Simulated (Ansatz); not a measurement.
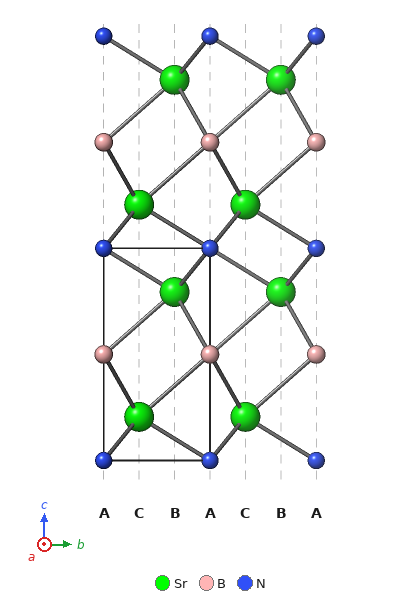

The picture looks along a close-packed row of the hexagonal mesh; c points upwards. The dashed lines mark the three columns A (0, 0), B (1/3, 2/3) and C (2/3, 1/3). The sequence starts with the first layer at or above the cell's origin.

The compound is Sr₂BN, taken as coordinates from a relaxation with Ansatz, DFT PBE, scalar-relativistic, plane waves, PAW; the starting structure was generated, so it need not be a known form of this composition.

List the layers of one repeat.

Answer. N(A) – Sr(C) – B(A) – Sr(B) (four layers in 6.71 Å).
